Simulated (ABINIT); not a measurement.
## Quasiparticle gap of SnSe2 (P-3m1) in ABINIT

Aim: the G0W0 gap of SnSe2 (P-3m1) on LDA, step by step.

Method: LDA and many-body steps on it, plane waves, in ABINIT 10.8.3.

**The experiments to reproduce.**

- Gap 1.21 ± 0.04 eV: quasiparticle gap from STS band edges on large flat area; scanning tunneling spectroscopy, log dI/dV edge fit; 77.6 K; bulk crystal (n-type SnSe2 region of partially converted crystal) (“Lateral heterostructures formed by thermally converting n-type SnSe2 to p-type SnSe”, 2018, arxiv:1804.01202).

- Gap 1 eV: indirect gap from optical absorption (approximate); optical absorption; bulk crystal (quoted in “Lateral heterostructures formed by thermally converting n-type SnSe2 to p-type SnSe”, 2018, arxiv:1804.01202).

- Gap 1.207 eV: direct band-edge excitonic transition; piezoreflectance; 300 K; bulk crystal (CVT-grown single crystal) (“Temperature Dependent Excitonic Transition Energy and Enhanced Electron-Phonon Coupling in Layered Ternary SnS2-xSex Semiconductors with Fully Tunable Stoichiometry”, 2021, pmc:8069899).

## (1) The starting structure

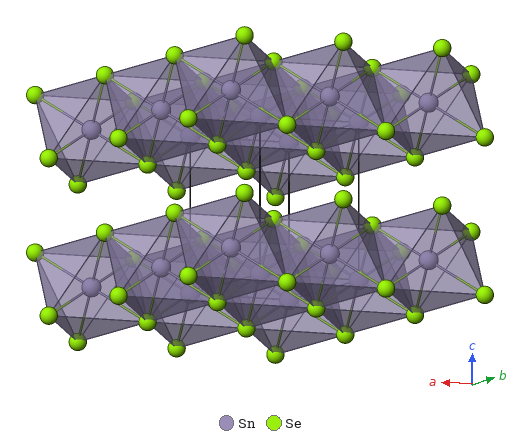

The cell as given, from a free direction (tin purple, selenium green). 2×2×1 cells are drawn. Some periodic images of atoms are drawn too.

The cell and positions come from the Crystallography Open Database and are kept as given unless a step says otherwise.

## (2) Ground state

This step: ABINIT 10.8.3; DFT, LDA, plane waves, norm-conserving pseudopotentials.

The ground-state density comes first.

run.abi

```
acell 3*1.0 Angstrom
rprim 
  3.810999999987 0.000000000003 0.000000000000
  -1.905499999996 3.300422813810 0.000000000000
  0.000000000000 0.000000000000 6.136000000000
ntypat 2
znucl 50 34
natom 3
typat 1 2 2
xred 
  0.000000000000 0.000000000000 0.000000000000
  0.333333333333 0.666666666667 0.249000000000
  0.666666666667 0.333333333333 0.751000000000
pp_dirpath "pseudos"
pseudos "Sn.upf, Se.upf"
ecut 48
ngkpt 6 6 4
nshiftk 1
shiftk 0 0 0
kptopt 1
chksymbreak 0
nband 40
occopt 1
tolvrs 1e-08
nstep 60
prtwf 0
optforces 0
optstress 0
indata_prefix "in"
outdata_prefix "out"
tmpdata_prefix "tmp"
```

On the command line:

```bash
$ OMP_NUM_THREADS=1 mpirun -n 4 abinit run.abi > log
```

Numbers of over 12 decimals in the logs are rounded to 6 here.

The program printed:

```text
.Version 10.8.3 of ABINIT. v10.8.2 released Aug 2026.

 Symmetries : space group P-3 m 1 (#164); Bravais hP (primitive hexag.)
================================================================================
 Values of the parameters that define the memory need of the present run
     intxc =       0    ionmov =       0      iscf =       7    lmnmax =       6
     lnmax =       6     mgfft =      75  mpssoang =       3    mqgrid =    3617
     natom =       3  nloc_mem =       1    nspden =       1   nspinor =       1
    nsppol =       1      nsym =      12    n1xccc =    2501    ntypat =       2
    occopt =       1   xclevel =       1
-    mband =          40        mffmem =           1         mkmem =           6
       mpw =        8310          nfft =      172800          nkpt =          24
================================================================================
  Rough estimation (10% accuracy) of disk space for files :
================================================================================

--------------------------------------------------------------------------------
------------- Echo of variables that govern the present computation ------------
--------------------------------------------------------------------------------
 -outvars: echo values of preprocessed input variables --------
            acell      1.8897261259E+00  1.8897261259E+00  1.8897261259E+00 Bohr

      chksymbreak           0
             ecut      4.80000000E+01 Hartree
-          fftalg         312

              ixc       -1012
              kpt      0.00000000E+00  0.00000000E+00  0.00000000E+00
                       1.66666667E-01  0.00000000E+00  0.00000000E+00
                       3.33333333E-01  0.00000000E+00  0.00000000E+00
                       5.00000000E-01  0.00000000E+00  0.00000000E+00
                       1.66666667E-01  1.66666667E-01  0.00000000E+00
                       3.33333333E-01  1.66666667E-01  0.00000000E+00
                       3.33333333E-01  3.33333333E-01  0.00000000E+00
                       0.00000000E+00  0.00000000E+00  2.50000000E-01
                       1.66666667E-01  0.00000000E+00  2.50000000E-01
   [... 13 further rows ...]
                       3.33333333E-01  1.66666667E-01  5.00000000E-01
                       3.33333333E-01  3.33333333E-01  5.00000000E-01
         kptrlatt        6    0    0      0    6    0      0    0    4
          kptrlen      4.32104776E+01
P           mkmem           6
            natom           3
            nband          40
            ngfft          48      48      75
             nkpt          24
            nstep          60
             nsym          12
           ntypat           2
              occ      2.000000  2.000000  2.000000  2.000000  2.000000  2.000000
                       2.000000  2.000000  2.000000  2.000000  2.000000  2.000000
                       2.000000  2.000000  2.000000  2.000000  2.000000  2.000000
                       2.000000  2.000000  2.000000  2.000000  2.000000  2.000000
                       2.000000  2.000000  2.000000  2.000000  2.000000  2.000000
                       2.000000  2.000000  2.000000  2.000000  2.000000  0.000000
                       0.000000  0.000000  0.000000  0.000000
        optforces           0
        optstress           0
            prtwf           0
            rprim      3.8110000000E+00  3.0000000000E-12  0.0000000000E+00
[...]
spgroup         164

           tolvrs      1.00000000E-08

             xred      0.0000000000E+00  0.0000000000E+00  0.0000000000E+00
[...]
znucl       50.00000   34.00000

================================================================================

 chkinp: Checking input parameters for consistency.

================================================================================
== DATASET  1 ==================================================================
-   mpi_nproc: 4, omp_nthreads: 1 (-1 if OMP is not activated)

--- !DatasetInfo
iteration_state: {dtset: 1, }
dimensions: {natom: 3, nkpt: 24, mband: 40, nsppol: 1, nspinor: 1, nspden: 1, mpw: 8310, }
cutoff_energies: {ecut:  48.0, pawecutdg:  -1.0, }
electrons: {nelect:   7.00000000E+01, charge:   0.00000000E+00, occopt:   1.00000000E+00, tsmear:   1.00000000E-02, }

 Real(R)+Recip(G) space primitive vectors, cartesian coordinates (Bohr,Bohr^-1):
 R(1)=  7.2017463  0.0000000  0.0000000  G(1)=  0.1388552  0.0801681  0.0000000
 R(2)= -3.6008731  6.2368952  0.0000000  G(2)=  0.0000000  0.1603362  0.0000000
 R(3)=  0.0000000  0.0000000 11.5953595  G(3)=  0.0000000  0.0000000  0.0862414
 Unit cell volume ucvol=  5.2082339E+02 bohr^3
 Angles (23,13,12)=  9.00000000E+01  9.00000000E+01  1.20000000E+02 degrees

 getcut: wavevector=  0.0000  0.0000  0.0000  ngfft=  48  48  75
         ecut(hartree)=     48.000   => boxcut(ratio)=   2.04626

--- Pseudopotential description ------------------------------------------------
- Sn Generated using ONCVPSP code by D. R. Hamann
- 50.00000  22.00000  180309                  znucl, zion, pspdat
12 -1012 2 -1 1608                            pspcod,pspxc,lmax,lloc,mmax
     nproj     2     2     2
  pspatm : epsatm=   27.51067946
         --- l  ekb(1:nproj) -->
[...]
pspatm: atomic psp has been read  and splines computed

- Se Generated using ONCVPSP code by D. R. Hamann
- 34.00000  24.00000  180309                  znucl, zion, pspdat
12 -1012 2 -1 1198                            pspcod,pspxc,lmax,lloc,mmax
     nproj     2     2     2
  pspatm : epsatm=   25.89836092
         --- l  ekb(1:nproj) -->
[...]
pspatm: atomic psp has been read  and splines computed

   5.55151809E+03                                ecore*ucvol(ha*bohr**3)
--------------------------------------------------------------------------------

_setup2: Arith. and geom. avg. npw (full set) are    8271.965    8271.953

================================================================================

--- !BeginCycle
iteration_state: {dtset: 1, }
solver: {iscf: 7, nstep: 60, nline: 4, wfoptalg: 0, }
tolerances: {tolvrs: 1.00E-08, }

     iter   Etot(hartree)      deltaE(h)  residm     vres2
 ETOT  1  -900.55066410837    -9.006E+02 1.218E+00 2.606E+02
 ETOT  2  -904.47069917705    -3.920E+00 2.545E-02 1.298E+02
 ETOT  3  -904.48250733598    -1.181E-02 4.545E-02 3.971E+01
 ETOT  4  -904.48393571471    -1.428E-03 3.439E-02 1.139E+01
 ETOT  5  -904.48500250442    -1.067E-03 2.492E-03 1.403E+00
 ETOT  6  -904.48510320271    -1.007E-04 7.624E-05 2.693E-02
 ETOT  7  -904.48510569928    -2.497E-06 6.973E-05 9.349E-04
 ETOT  8  -904.48510572655    -2.727E-08 1.473E-05 2.943E-04
 ETOT  9  -904.48510575077    -2.422E-08 3.375E-05 1.380E-06
 ETOT 10  -904.48510575082    -4.968E-11 1.148E-05 7.053E-08
 ETOT 11  -904.48510575084    -2.012E-11 2.587E-05 5.444E-09

 At SCF step   11       vres2   =  5.44E-09 < tolvrs=  1.00E-08 =>converged.

--- !ResultsGS
iteration_state: {dtset: 1, }
comment   : Summary of ground state results
lattice_vectors:
- [  7.2017463,   0.0000000,   0.0000000, ]
- [ -3.6008731,   6.2368952,   0.0000000, ]
- [  0.0000000,   0.0000000,  11.5953595, ]
lattice_lengths: [   7.20175,    7.20175,   11.59536, ]
lattice_angles: [ 90.000,  90.000, 120.000, ] # degrees, (23, 13, 12)
lattice_volume:   5.2082339E+02
convergence: {deltae: -2.012E-11, res2:  5.444E-09, residm:  2.587E-05, diffor:  0.000E+00, }
etotal    :  -9.04485106E+02
entropy   :   0.00000000E+00
fermie    :   1.94218812E-01
cartesian_stress_tensor: null
pressure_GPa: null
xred      :
- [  0.0000E+00,   0.0000E+00,   0.0000E+00, Sn]
- [  3.3333E-01,   6.6667E-01,   2.4900E-01, Se]
- [  6.6667E-01,   3.3333E-01,   7.5100E-01, Se]
cartesian_forces: null
force_length_stats: {min: null, max: null, mean: null, }

 Integrated electronic density in atomic spheres:
 ------------------------------------------------
 Atom  Sphere_radius  Integrated_density
[...]
2        2.00000         21.25339304
    3        2.00000         21.25339304
================================================================================

 ----iterations are completed or convergence reached----

 Mean square residual over all n,k,spin=   31.546E-09; max=  25.865E-06
 reduced coordinates (array xred) for    3 atoms
       0.000000000000      0.000000000000      0.000000000000
       0.333333333333      0.666666666667      0.249000000000
       0.666666666667      0.333333333333      0.751000000000
 rms dE/dt=  0.0000E+00; max dE/dt=  0.0000E+00; dE/dt below (all hartree)
    1       0.000000000000      0.000000000000      0.000000000000
    2       0.000000000000      0.000000000000      0.000000000000
    3       0.000000000000      0.000000000000      0.000000000000

 cartesian coordinates (angstrom) at end:
    1      0.000000     0.000000     0.000000
    2     -1.67e-12     2.200282     1.527864
    3      1.905500     1.100141     4.608136
 length scales=  1.889726125908  1.889726125908  1.889726125908 bohr
              =  1.000000000000  1.000000000000  1.000000000000 angstroms
 prteigrs : about to open file out_EIG
 Fermi (or HOMO) energy (hartree) =   0.19422   Average Vxc (hartree)=  -0.38371
 Eigenvalues (hartree) for nkpt=  24  k points:
 kpt#   1, nband= 40, wtk=  0.00694, kpt=  0.0000  0.0000  0.0000 (reduced coord)
  -7.38340   -7.38340   -5.18063   -5.18063   -5.18062   -5.18062   -5.17892   -5.17892
  -4.53931   -2.91922   -2.91922   -2.91909   -1.53230   -1.53230   -1.53229   -1.53229
  -1.53078   -1.53078   -1.53077   -1.53077   -1.53022   -1.53021   -0.58384   -0.58384
  -0.58228   -0.58174   -0.58174   -0.32240   -0.25700   -0.03245    0.16862    0.16862
   0.18046    0.18046    0.19422    0.22640    0.29751    0.36140    0.36140    0.49028
 prteigrs : prtvol=0 or 1, do not print more k-points.

--- !EnergyTerms
iteration_state     : {dtset: 1, }
comment             : Components of total free energy in Hartree
kinetic             :  3.68986078172977E+02
hartree             :  3.68803961706772E+02
xc                  : -9.15146858322411E+01
Ewald energy        : -3.93006523174324E+02
psp_core            :  1.06591181771434E+01
local_psp           : -9.85381253218349E+02
non_local_psp       : -1.83031801582819E+02
total_energy        : -9.04485105750840E+02
total_energy_eV     : -2.46122935663231E+04
band_energy         : -1.54711977495461E+02

== END DATASET(S) ==============================================================
================================================================================

 -outvars: echo values of variables after computation  --------
           etotal     -9.0448510575E+02
            nband          40
             nkpt          24
          spgroup         164
 [... the other variables as echoed above ...]

 Calculation completed.
```

It took 74 s on 4 MPI ranks of Arm Neoverse V2, shared host; peak memory 0.51 GiB.

Numbers from this step:

* total energy: -24612.2936 eV
* gap: 0.6852 eV
* k of the valence top: 0, 0, 0
* k of the conduction bottom: 0.5, 0, 0.25
* least direct gap: 0.8757 eV

The gap is indirect, with the least direct gap 0.19 eV higher.

[end of part 1 of 3]

[Paths, hosts, dates, memory and timing lines, banners, echoed tables and standing remarks are left out of the program output.]

[Logs are printed without paths, hosts, clocks, repeated set-up lines and the standing remarks that a program may print on its own settings, such as how far it seeks lower states.]

[Runs of the session that timed out or met a known fault of the program may be left out.]

[Hosts, paths, dates, database ids (printed as entryN), source tags and the programs' standing remarks are cut or masked in the printed files.]

[G0W0 gaps are taken among the corrected bands and points alone; a level outside them can change the order at an edge.]

[Where Ansatz stands beside ABINIT at settings called matched, ABINIT's density can come from a denser mesh and the files from another edition; pairs whose starting gaps differed by over 0.03 eV were left out, so agreement reads better than it is.]
